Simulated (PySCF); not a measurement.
**Single-point calculation of CH4ClFGe**

System: CH4ClFGe, SMILES [CH3][GeH]([F])[Cl].
Method: CCSD(T)/3-21G, RHF (PySCF 2.14.0).

The geometry comes from this level: PBE0-D4/def2-TZVP.

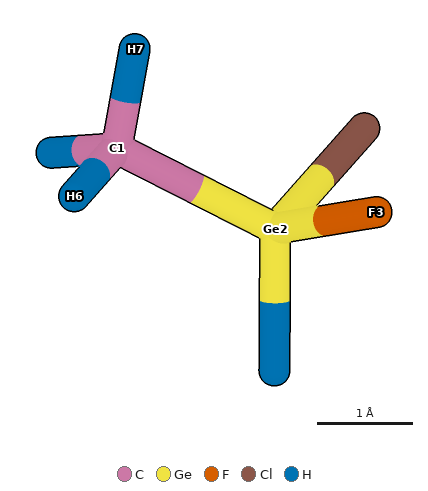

**Figure 1.** The structure (stick view, seen at a tilt; atoms are numbered from 1 in the order of the input). Sticks mark near contacts.

Summary:

| quantity | value |
| --- | --- |
| outcome | converged |
| total energy | −2661.975854 hartree |
| SCF energy | −2661.635161 hartree |
| correlation energy | −0.340693 hartree |
| (T) correction | −0.006294 hartree |
| basis functions | 61 |
| T1 diagnostic | 0.009 |
| HOMO of the SCF reference | −12.24 eV |
| LUMO of the SCF reference | 3.86 eV |
| hardware | 1 thread of Arm Neoverse V2, 24 GiB of memory available, shared host |
| wall time | 5.1 s |
| peak memory | 0.16 GiB |

Input (run.py):
```python
# [CH3][GeH]([F])[Cl]
from pyscf import gto, scf, cc

molecule = gto.Mole()
molecule.atom = '''
C     -0.227500     1.039800    -0.100000
Ge     0.142600    -0.824900     0.211300
F      1.838500    -0.974300     0.547000
Cl    -0.191100    -1.943800    -1.585800
H     -1.277600     1.172400    -0.361700
H     -0.001700     1.614900     0.798900
H      0.395300     1.393000    -0.921800
H     -0.586300    -1.534400     1.356400
'''
molecule.verbose = 4
molecule.spin = 0
molecule.charge = 0
molecule.basis = '3-21g'
molecule.max_memory = 1860
molecule.build()

mf = scf.RHF(molecule)
mf.conv_tol = 1e-10
mf.kernel()
if not mf.converged:
    mf = mf.newton().run(mf.mo_coeff, mf.mo_occ)

mycc = cc.CCSD(mf, frozen=16)
mycc.kernel()
e_t = mycc.ccsd_t()
e_final = mycc.e_tot + e_t
print('E = %.10f Eh' % e_final)
```

Command:
```bash
OMP_NUM_THREADS=1 python run.py
```

What the program printed:
```
PySCF version 2.14.0

[INPUT] num. atoms = 8
[INPUT] num. electrons = 68
[INPUT] charge = 0
[INPUT] spin (= nelec alpha-beta = 2S) = 0
[INPUT] symmetry False subgroup None
[INPUT] Mole.unit = angstrom
[INPUT] Symbol           X                Y                Z      unit          X                Y                Z       unit  Magmom
[INPUT]  1 C     -0.227500000000   1.039800000000  -0.100000000000 AA   -0.429912693339   1.964937224323  -0.188972612457 Bohr   0.0
[INPUT]  2 Ge     0.142600000000  -0.824900000000   0.211300000000 AA    0.269474945363  -1.558835080154   0.399299130121 Bohr   0.0
[INPUT]  3 F      1.838500000000  -0.974300000000   0.547000000000 AA    3.474261480013  -1.841160163164   1.033680190137 Bohr   0.0
[INPUT]  4 Cl    -0.191100000000  -1.943800000000  -1.585800000000 AA   -0.361126662404  -3.673249640930  -2.996727688335 Bohr   0.0
[INPUT]  5 H     -1.277600000000   1.172400000000  -0.361700000000 AA   -2.414314096744   2.215514908440  -0.683513939255 Bohr   0.0
[INPUT]  6 H     -0.001700000000   1.614900000000   0.798900000000 AA   -0.003212534412   3.051718718560   1.509702200915 Bohr   0.0
[INPUT]  7 H      0.395300000000   1.393000000000  -0.921800000000 AA    0.747008737041   2.632388491519  -1.741949541624 Bohr   0.0
[INPUT]  8 H     -0.586300000000  -1.534400000000   1.356400000000 AA   -1.107946426832  -2.899595765533   2.563224515360 Bohr   0.0

nuclear repulsion = 385.630773924298
number of shells = 35
number of NR pGTOs = 123
number of NR cGTOs = 61
basis = 3-21g
ecp = {}

******** <class 'pyscf.scf.hf.RHF'> ********
method = RHF
initial guess = minao
damping factor = 0
level_shift factor = 0
DIIS = <class 'pyscf.scf.diis.CDIIS'>
diis_start_cycle = 1
diis_space = 8
diis_damp = 0
SCF conv_tol = 1e-10
SCF conv_tol_grad = None
SCF max_cycles = 50
direct_scf = True
direct_scf_tol = 1e-13
Set gradient conv threshold to 1e-05
Initial guess from minao.
init E= -2659.46420994607
  HOMO = -0.364011874945396  LUMO = 0.0463308898608741  gap/eV = 11.16600
cycle= 1 E= -2661.57265637553  delta_E= -2.11  |g|= 0.515  |ddm|= 2.29
  HOMO = -0.436334255668587  LUMO = 0.12449670332712  gap/eV = 15.26099
cycle= 2 E= -2661.62130854813  delta_E= -0.0487  |g|= 0.306  |ddm|= 0.805
  HOMO = -0.448134103105438  LUMO = 0.136417603969146  gap/eV = 15.90646
cycle= 3 E= -2661.63461698441  delta_E= -0.0133  |g|= 0.0316  |ddm|= 0.225
  HOMO = -0.450783956702061  LUMO = 0.141732099908981  gap/eV = 16.12318
cycle= 4 E= -2661.63511900995  delta_E= -0.000502  |g|= 0.00901  |ddm|= 0.0616
  HOMO = -0.449378885950965  LUMO = 0.141898600078957  gap/eV = 16.08948
cycle= 5 E= -2661.63515565522  delta_E= -3.66e-05  |g|= 0.00273  |ddm|= 0.0159
  HOMO = -0.449816871206808  LUMO = 0.141694880552577  gap/eV = 16.09585
cycle= 6 E= -2661.63516106304  delta_E= -5.41e-06  |g|= 0.000689  |ddm|= 0.0074
  HOMO = -0.449814844376415  LUMO = 0.141768920038393  gap/eV = 16.09781
cycle= 7 E= -2661.63516137831  delta_E= -3.15e-07  |g|= 0.000179  |ddm|= 0.00195
  HOMO = -0.449792653542353  LUMO = 0.141774830640548  gap/eV = 16.09737
cycle= 8 E= -2661.6351613916  delta_E= -1.33e-08  |g|= 3.59e-05  |ddm|= 0.000312
  HOMO = -0.449797782967852  LUMO = 0.141767309524713  gap/eV = 16.09731
cycle= 9 E= -2661.63516139228  delta_E= -6.8e-10  |g|= 6.73e-06  |ddm|= 7.6e-05
  HOMO = -0.449796781314256  LUMO = 0.141767931001307  gap/eV = 16.09730
cycle= 10 E= -2661.63516139232  delta_E= -3.32e-11  |g|= 1.52e-06  |ddm|= 1.84e-05
  HOMO = -0.449796935542518  LUMO = 0.141767636225186  gap/eV = 16.09729
Extra cycle  E= -2661.63516139232  delta_E= -3.18e-12  |g|= 6.25e-07  |ddm|= 3.25e-06
converged SCF energy = -2661.63516139232

******** <class 'pyscf.cc.ccsd.CCSD'> ********
CC2 = 0
CCSD nocc = 18, nmo = 45
frozen orbitals 16
max_cycle = 50
direct = 0
conv_tol = 1e-07
conv_tol_normt = 1e-05
diis_space = 6
diis_start_cycle = 0
diis_start_energy_diff = 1e+09
Init t2, MP2 energy = -2661.94228661635  E_corr(MP2) -0.307125224031047
Init E_corr(CCSD) = -0.307125224031252
cycle = 1  E_corr(CCSD) = -0.320483157558972  dE = -0.0133579335  norm(t1,t2) = 0.057616
cycle = 2  E_corr(CCSD) = -0.331046074723241  dE = -0.0105629172  norm(t1,t2) = 0.0179226
cycle = 3  E_corr(CCSD) = -0.332359332821737  dE = -0.0013132581  norm(t1,t2) = 0.00926394
cycle = 4  E_corr(CCSD) = -0.334437093130228  dE = -0.00207776031  norm(t1,t2) = 0.00340204
cycle = 5  E_corr(CCSD) = -0.334427447290863  dE = 9.64583937e-06  norm(t1,t2) = 0.000604552
cycle = 6  E_corr(CCSD) = -0.33439800829888  dE = 2.9438992e-05  norm(t1,t2) = 0.000222874
cycle = 7  E_corr(CCSD) = -0.334397114101386  dE = 8.94197493e-07  norm(t1,t2) = 5.65884e-05
cycle = 8  E_corr(CCSD) = -0.334398755183906  dE = -1.64108252e-06  norm(t1,t2) = 2.03279e-05
cycle = 9  E_corr(CCSD) = -0.334399086708976  dE = -3.3152507e-07  norm(t1,t2) = 8.35179e-06
cycle = 10  E_corr(CCSD) = -0.334399091850423  dE = -5.14144682e-09  norm(t1,t2) = 2.233e-06
```

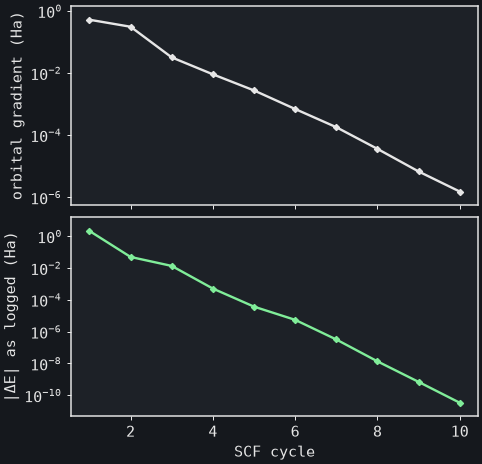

**Figure 2.** Convergence of the self-consistent field: orbital gradient and size of the energy change against the SCF cycle. The residual falls at every step.

```
CCSD converged
E(CCSD) = -2661.969560484171  E_corr = -0.3343990918504227
CCSD(T) correction = -0.00629368903231763
E = -2661.9758541732 Eh
```

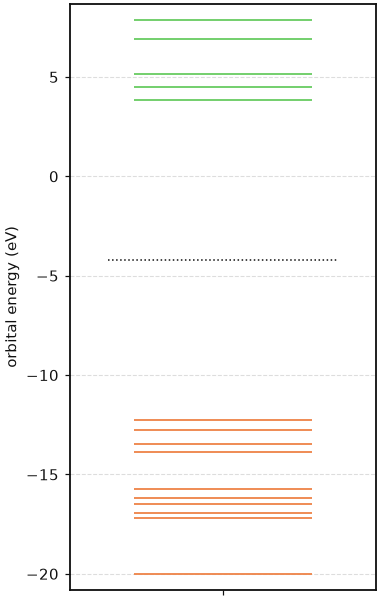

**Figure 3.** Orbital energies near the frontier (SCF reference); the dotted line parts filled from empty levels, and levels within 0.02 eV of each other stand side by side. Highest filled −12.24 eV, lowest empty 3.86 eV, 16.10 eV apart.
